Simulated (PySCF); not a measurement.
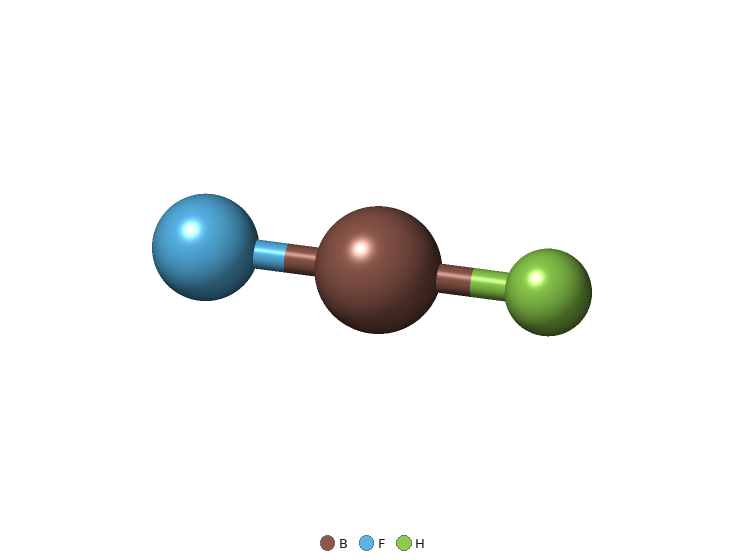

(Drawn from a calculation with PySCF.)

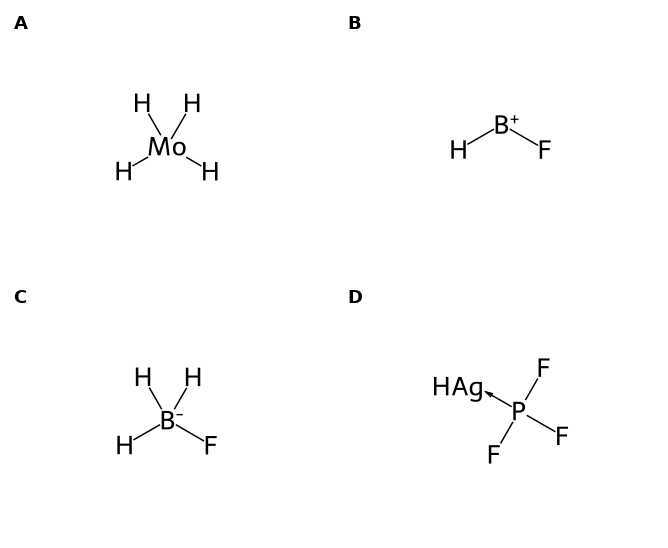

### Which structural formula matches the 3D model?

B, `[BH+]F`.
